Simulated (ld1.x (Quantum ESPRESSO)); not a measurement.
# Pseudopotential generation: Tm (part 2 of 2)

Continued. System: thulium (Tm, Z = 69), core [Kr], reference valence 4d10 4f13 5s2 5p6 5d0 6s2 6p0, valence charge 33. Method: ultrasoft potential, PW91, fully relativistic, made with ld1.x (Quantum ESPRESSO) 7.5.

Output, continued:
```
     ------------------------ End of All-electron run ------------------------

     Computing logarithmic derivative in   3.14925
     Computing logarithmic derivative in   3.14925
     Computing the partial wave expansion
     R is outside the sphere for l=    0 j= 0.50
     R is outside the sphere for l=    0 j= 0.50
     R is outside the sphere for l=    1 j= 0.50
     R is outside the sphere for l=    1 j= 0.50
     R is outside the sphere for l=    1 j= 1.50
     R is outside the sphere for l=    1 j= 1.50
     R is outside the sphere for l=    2 j= 1.50
     R is outside the sphere for l=    2 j= 1.50
     R is outside the sphere for l=    2 j= 2.50
     R is outside the sphere for l=    2 j= 2.50
     R is outside the sphere for l=    3 j= 2.50
     R is outside the sphere for l=    3 j= 2.50
     R is outside the sphere for l=    3 j= 3.50
     R is outside the sphere for l=    3 j= 3.50

     ---------------------- Testing the pseudopotential ----------------------

     Tm
     dirac relativistic calculation

     atomic number is 69.00   valence charge is 33.00
     dft =PW91   lsd =0 sic =0 latt =0  beta=0.20 tr2=1.0E-14
     mesh =1269 r(mesh) = 101.07810 xmin = -7.00 dx = 0.01250

     n l  j  nl             e AE (Ry)       e PS (Ry)    De AE-PS (Ry)
     3 2 1.5 4D   1( 4.00)      -12.96686      -12.96686        0.00000
     3 2 2.5 4D   1( 6.00)      -12.34182      -12.34182        0.00000
     4 3 2.5 4F   1( 5.57)       -0.28123       -0.28123        0.00000
     4 3 3.5 4F   1( 7.43)       -0.19329       -0.19330        0.00000
     1 0 0.5 5S   1( 2.00)       -3.92027       -3.92027        0.00000
     2 1 0.5 5P   1( 2.00)       -2.28176       -2.28176        0.00000
     2 1 1.5 5P   1( 4.00)       -1.86180       -1.86180        0.00000
     4 2 1.5 5D   1( 0.00)       -0.07032       -0.07031       -0.00001
     4 2 2.5 5D   1( 0.00)       -0.05679       -0.05679        0.00000
     2 0 0.5 6S   1( 2.00)       -0.28791       -0.28791        0.00000
     3 1 0.5 6P   1( 0.00)       -0.09758       -0.09758       -0.00000
     3 1 1.5 6P   1( 0.00)       -0.08013       -0.08013       -0.00000

     eps = 1.1E-16  iter =  6

     Etot =  -27167.284251 Ry,  -13583.642126 Ha, -369629.732510 eV
     Etotps = -1290.320897 Ry,    -645.160449 Ha,  -17555.710159 eV

     Ekin =     161.294022 Ry,      80.647011 Ha,    2194.516970 eV
     Encl =   -2481.114137 Ry,   -1240.557068 Ha,  -33757.277550 eV
     Ehrt =    1168.036948 Ry,     584.018474 Ha,   15891.952274 eV
     Ecxc =     -87.671047 Ry,     -43.835524 Ha,   -1192.825367 eV
     Epseu=     -50.866683 Ry,     -25.433342 Ha,    -692.076486 eV

     ---------------------- End of pseudopotential test ----------------------
```

Output of the test run (extracts):
```
     ---------------------- Testing the pseudopotential ----------------------

     Tm
     dirac relativistic calculation

     atomic number is 69.00   valence charge is 33.00
     dft =PW91   lsd =0 sic =0 latt =0  beta=0.20 tr2=1.0E-14
     mesh =1269 r(mesh) = 101.07810 xmin = -7.00 dx = 0.01250

     n l  j  nl             e AE (Ry)       e PS (Ry)    De AE-PS (Ry)
     3 2 1.5 4D   1( 4.00)      -12.96686      -12.96686        0.00000
     3 2 2.5 4D   1( 6.00)      -12.34182      -12.34182        0.00000
     4 3 2.5 4F   1( 5.57)       -0.28123       -0.28123        0.00000
     4 3 3.5 4F   1( 7.43)       -0.19329       -0.19330        0.00000
     1 0 0.5 5S   1( 2.00)       -3.92027       -3.92027        0.00000
     2 1 0.5 5P   1( 2.00)       -2.28176       -2.28176        0.00000
     2 1 1.5 5P   1( 4.00)       -1.86180       -1.86180        0.00000
     4 2 1.5 5D   1( 0.00)       -0.07032       -0.07031       -0.00001
     4 2 2.5 5D   1( 0.00)       -0.05679       -0.05679        0.00000
     2 0 0.5 6S   1( 2.00)       -0.28791       -0.28791        0.00000
     3 1 0.5 6P   1( 0.00)       -0.09758       -0.09758       -0.00000
     3 1 1.5 6P   1( 0.00)       -0.08013       -0.08013       -0.00000

     eps = 7.9E-16  iter =  6

     Etot =  -27167.284251 Ry,  -13583.642126 Ha, -369629.732511 eV
     Etotps = -1290.320897 Ry,    -645.160449 Ha,  -17555.710157 eV

     Ekin =     161.294022 Ry,      80.647011 Ha,    2194.516972 eV
     Encl =   -2481.114137 Ry,   -1240.557068 Ha,  -33757.277548 eV
     Ehrt =    1168.036948 Ry,     584.018474 Ha,   15891.952272 eV
     Ecxc =     -87.671047 Ry,     -43.835524 Ha,   -1192.825367 eV
     Epseu=     -50.866683 Ry,     -25.433342 Ha,    -692.076485 eV

     ---------------------- End of pseudopotential test ----------------------

     ---------------------- Testing the pseudopotential ----------------------

     Tm
     dirac relativistic calculation

     atomic number is 69.00   valence charge is 33.00
     dft =PW91   lsd =0 sic =0 latt =0  beta=0.20 tr2=1.0E-14
     mesh =1269 r(mesh) = 101.07810 xmin = -7.00 dx = 0.01250

     n l  j  nl             e AE (Ry)       e PS (Ry)    De AE-PS (Ry)
     3 2 1.5 4D   1( 4.00)      -13.45484      -13.45662        0.00177
     3 2 2.5 4D   1( 6.00)      -12.82995      -12.83166        0.00170
     4 3 2.5 4F   1( 5.57)       -0.77057       -0.77226        0.00169
     4 3 3.5 4F   1( 7.43)       -0.68253       -0.68420        0.00166
     1 0 0.5 5S   1( 2.00)       -4.41543       -4.41667        0.00124
     2 1 0.5 5P   1( 2.00)       -2.77652       -2.77751        0.00098
     2 1 1.5 5P   1( 4.00)       -2.35569       -2.35662        0.00093
     4 2 1.5 5D   1( 0.00)       -0.49903       -0.49939        0.00037
     4 2 2.5 5D   1( 0.00)       -0.47806       -0.47841        0.00035
     2 0 0.5 6S   1( 1.00)       -0.67540       -0.67549        0.00010
     3 1 0.5 6P   1( 0.00)       -0.42929       -0.43106        0.00178
     3 1 1.5 6P   1( 0.00)       -0.39749       -0.39844        0.00095

     eps = 8.0E-15  iter = 15

     Etot =  -27166.806576 Ry,  -13583.403288 Ha, -369623.233409 eV
     Etotps = -1289.843200 Ry,    -644.921600 Ha,  -17549.210758 eV
     dEtot_ae =       0.477675 Ry
     dEtot_ps =       0.477697 Ry,   Delta E=      -0.000022 Ry

     Ekin =     159.881640 Ry,      79.940820 Ha,    2175.300525 eV
     Encl =   -2464.875913 Ry,   -1232.437956 Ha,  -33536.345258 eV
     Ehrt =    1152.121377 Ry,     576.060688 Ha,   15675.409891 eV
     Ecxc =     -87.372689 Ry,     -43.686344 Ha,   -1188.765992 eV
     Epseu=     -49.597615 Ry,     -24.798807 Ha,    -674.809924 eV

     ---------------------- End of pseudopotential test ----------------------

     ---------------------- Testing the pseudopotential ----------------------

     Tm
     dirac relativistic calculation

     atomic number is 69.00   valence charge is 33.00
     dft =PW91   lsd =0 sic =0 latt =0  beta=0.20 tr2=1.0E-14
     mesh =1269 r(mesh) = 101.07810 xmin = -7.00 dx = 0.01250

     n l  j  nl             e AE (Ry)       e PS (Ry)    De AE-PS (Ry)
     3 2 1.5 4D   1( 4.00)      -14.02850      -14.04229        0.01379  !
     3 2 2.5 4D   1( 6.00)      -13.40381      -13.41742        0.01361  !
     4 3 2.5 4F   1( 5.57)       -1.34525       -1.35810        0.01285  !
     4 3 3.5 4F   1( 7.43)       -1.25705       -1.26977        0.01272  !
     1 0 0.5 5S   1( 2.00)       -4.99685       -5.00684        0.00999  !
     2 1 0.5 5P   1( 2.00)       -3.35525       -3.36376        0.00851  !
     2 1 1.5 5P   1( 4.00)       -2.93162       -2.93930        0.00769  !
     4 2 1.5 5D   1( 0.00)       -1.01247       -1.01620        0.00373
     4 2 2.5 5D   1( 0.00)       -0.98599       -0.98950        0.00352
     2 0 0.5 6S   1( 0.00)       -1.12355       -1.12474        0.00120
     3 1 0.5 6P   1( 0.00)       -0.81508       -0.82835        0.01327  !
     3 1 1.5 6P   1( 0.00)       -0.76317       -0.77131        0.00813  !

     eps = 8.0E-15  iter = 26

     Etot =  -27165.914387 Ry,  -13582.957194 Ha, -369611.094557 eV
     Etotps = -1288.950425 Ry,    -644.475212 Ha,  -17537.063929 eV
     dEtot_ae =       1.369864 Ry
     dEtot_ps =       1.370472 Ry,   Delta E=      -0.000608 Ry

     Ekin =     156.985225 Ry,      78.492612 Ha,    2135.892792 eV
     Encl =   -2445.462552 Ry,   -1222.731276 Ha,  -33272.213031 eV
     Ehrt =    1133.658169 Ry,     566.829085 Ha,   15424.205156 eV
     Ecxc =     -87.039529 Ry,     -43.519764 Ha,   -1184.233120 eV
     Epseu=     -47.091737 Ry,     -23.545869 Ha,    -640.715726 eV

     ---------------------- End of pseudopotential test ----------------------

     ---------------------- Testing the pseudopotential ----------------------

     Tm
     dirac relativistic calculation

     atomic number is 69.00   valence charge is 33.00
     dft =PW91   lsd =0 sic =0 latt =0  beta=0.20 tr2=1.0E-14
     mesh =1269 r(mesh) = 101.07810 xmin = -7.00 dx = 0.01250

     n l  j  nl             e AE (Ry)       e PS (Ry)    De AE-PS (Ry)
     3 2 1.5 4D   1( 4.00)      -15.43513      -10.79031       -4.64482  !
     3 2 2.5 4D   1( 6.00)      -14.80704      -10.16142       -4.64561  !
     4 3 2.5 4F   1( 5.14)       -2.68254       -3.23472        0.55218  !
     4 3 3.5 4F   1( 6.86)       -2.58885       -2.90572        0.31687  !
     1 0 0.5 5S   1( 2.00)       -6.16065       -6.16065        0.00000
     2 1 0.5 5P   1( 2.00)       -4.46571       -5.15811        0.69240  !
     2 1 1.5 5P   1( 4.00)       -4.00516       -4.14592        0.14076  !
     4 2 1.5 5D   1( 0.00)       -1.87072       -1.87072        0.00000
     4 2 2.5 5D   1( 0.00)       -1.83082       -1.83082        0.00000
     2 0 0.5 6S   1( 0.00)       -1.77653       -1.77653        0.00000
     3 1 0.5 6P   1( 0.00)       -1.38308       -1.38308        0.00000
     3 1 1.5 6P   1( 0.00)       -1.30477       -1.30477        0.00000

     eps = 6.2E-16  iter = 13

     Etot =  -27163.972006 Ry,  -13581.986003 Ha, -369584.667119 eV
     Etotps =  -179.911622 Ry,     -89.955811 Ha,   -2447.822321 eV
     dEtot_ae =       3.312245 Ry
     dEtot_ps =    1110.409275 Ry,   Delta E=   -1107.097030 Ry

     Ekin =    -179.911622 Ry,     -89.955811 Ha,   -2447.822321 eV
     Encl =       0.000000 Ry,       0.000000 Ha,       0.000000 eV
     Ehrt =       0.000000 Ry,       0.000000 Ha,       0.000000 eV
     Ecxc =       0.000000 Ry,       0.000000 Ha,       0.000000 eV

     ---------------------- End of pseudopotential test ----------------------

     ---------------------- Testing the pseudopotential ----------------------

     Tm
     dirac relativistic calculation

     atomic number is 69.00   valence charge is 33.00
     dft =PW91   lsd =0 sic =0 latt =0  beta=0.20 tr2=1.0E-14
     mesh =1269 r(mesh) = 101.07810 xmin = -7.00 dx = 0.01250

     n l  j  nl             e AE (Ry)       e PS (Ry)    De AE-PS (Ry)
     3 2 1.5 4D   1( 4.00)      -12.94220      -12.93489       -0.00731  !
     3 2 2.5 4D   1( 6.00)      -12.31701      -12.30972       -0.00729  !
     4 3 2.5 4F   1( 5.57)       -0.25500       -0.24838       -0.00662  !
     4 3 3.5 4F   1( 7.43)       -0.16710       -0.16056       -0.00653  !
     1 0 0.5 5S   1( 2.00)       -3.88874       -3.88386       -0.00488
     2 1 0.5 5P   1( 2.00)       -2.25278       -2.24847       -0.00432
     2 1 1.5 5P   1( 4.00)       -1.83489       -1.83135       -0.00354
     4 2 1.5 5D   1( 0.40)       -0.06557       -0.06544       -0.00013
     4 2 2.5 5D   1( 0.60)       -0.05378       -0.05377       -0.00001
     2 0 0.5 6S   1( 1.00)       -0.28705       -0.28755        0.00050
     3 1 0.5 6P   1( 0.00)       -0.10301       -0.10351        0.00051
     3 1 1.5 6P   1( 0.00)       -0.08706       -0.08745        0.00040

     eps = 6.2E-15  iter = 20

     Etot =  -27167.056952 Ry,  -13583.528476 Ha, -369626.639938 eV
     Etotps = -1290.093282 Ry,    -645.046641 Ha,  -17552.613300 eV
     dEtot_ae =       0.227300 Ry
     dEtot_ps =       0.227615 Ry,   Delta E=      -0.000315 Ry

     Ekin =     160.199852 Ry,      80.099926 Ha,    2179.630028 eV
     Encl =   -2482.286960 Ry,   -1241.143480 Ha,  -33773.234622 eV
     Ehrt =    1169.063125 Ry,     584.531562 Ha,   15905.914120 eV
     Ecxc =     -87.726428 Ry,     -43.863214 Ha,   -1193.578862 eV
     Epseu=     -49.342871 Ry,     -24.671436 Ha,    -671.343963 eV

     ---------------------- End of pseudopotential test ----------------------
```

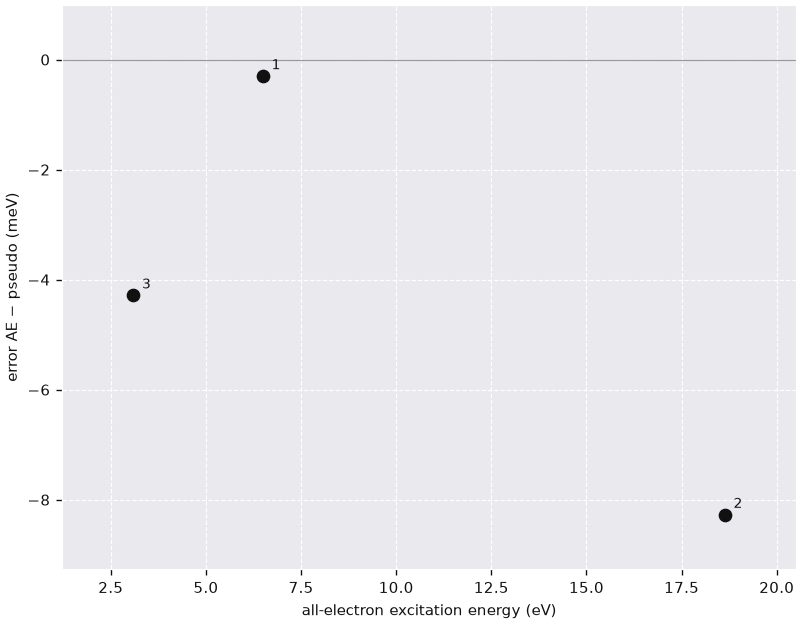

*Errors, all-electron minus pseudo, of the energies of valence configurations relative to the unpolarised reference 4d10 4f13 5s2 5p6 5d0 6s2 6p0. Points: 1 = 4d10 4f13 5s2 5p6 5d0 6s1 6p0; 2 = 4d10 4f13 5s2 5p6 5d0 6s0 6p0; 3 = 4d10 4f13 5s2 5p6 5d1 6s1 6p0. Not all tests gave a result: test run stopped at test 5 of 7 (negative rho), 1 before it not solved.*

- Worst configuration: 4d10 4f13 5s2 5p6 5d0 6s0 6p0 (charge +2): the error is -8.3 meV on an all-electron energy of +18.64 eV relative to the reference, or 0.044 %.
- Errors in meV: 4d10 4f13 5s2 5p6 5d0 6s1 6p0: -0.3; 4d10 4f13 5s2 5p6 5d0 6s0 6p0: -8.3; 4d10 4f13 5s2 5p6 5d1 6s1 6p0: -4.3.
- Configurations within 10 meV and within 50 meV: 3 and 3 of 3. The potential isn't sound: its overlap operator has a negative eigenvalue, -1.6. The s, p1/2 and p3/2 channels couldn't be tested for ghost states or cutoffs, since the overlap operator isn't positive definite there.

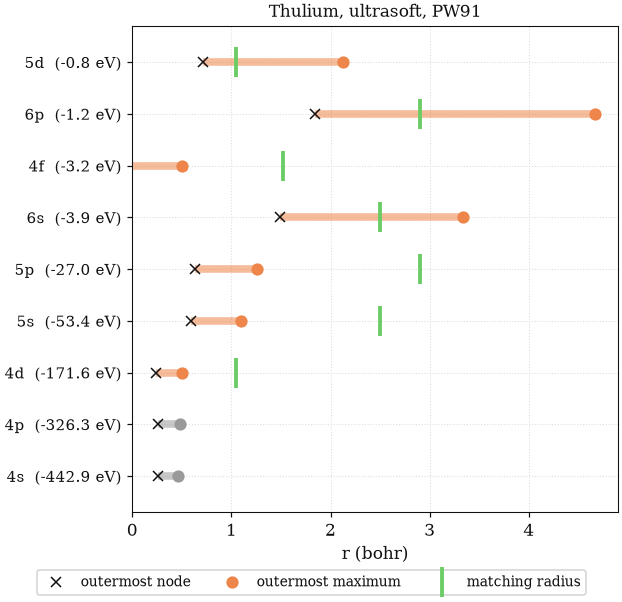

*Outer shells of the all-electron reference atom: each bar runs from the outermost node (or the nucleus) to the outermost maximum of u(r); the tick is the radius chosen for the pseudo-wave. Shells without a tick have no pseudo-wave of their own. Levels, nodes and maxima are from ld1.x, scalar-relativistic.*

- Radii against the shells: 4d: 1.05 bohr, outside the maximum; 5s: 2.50 bohr, outside the maximum; 5p: 2.90 bohr, outside the maximum; 6s: 2.50 bohr, between node and maximum; 4f: 1.52 bohr, outside the maximum; 6p: 2.90 bohr, between node and maximum; 5d: 1.05 bohr, between node and maximum.

Outcome of the run: generated, but the overlap operator is not positive, so unusable.
